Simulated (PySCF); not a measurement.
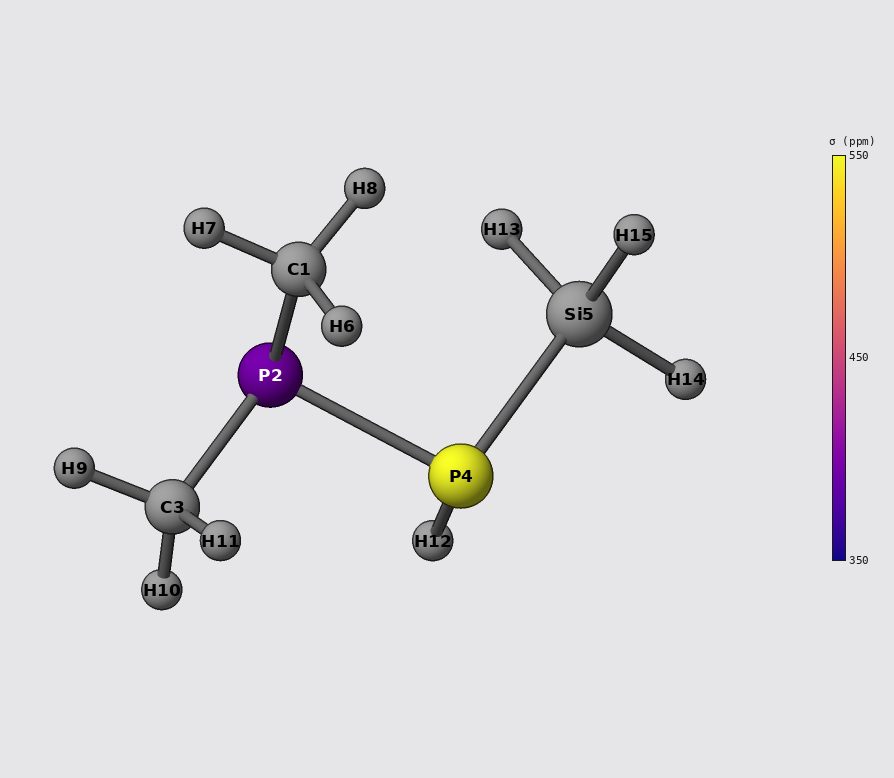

Atoms are coloured by their isotropic NMR shieldings (P only, the others grey). The computed structure is the end point of a GFN2-xTB optimisation. No frequency run is at hand to confirm it as a minimum. Level of theory: GIAO PBE0/pcSseg-1 NMR shielding, non-relativistic, gas phase (PySCF 2.14.0).

List the isotropic NMR shieldings of the P atoms.

```json
{"atom": "P2", "σ (ppm)": "395.6"}
{"atom": "P4", "σ (ppm)": "547.7"}
```

The geometry is semi-empirical. Around P, Si such bond lengths and angles can be off by a tenth of an ångström or more and by several degrees, and values that hang on the shape move with them.
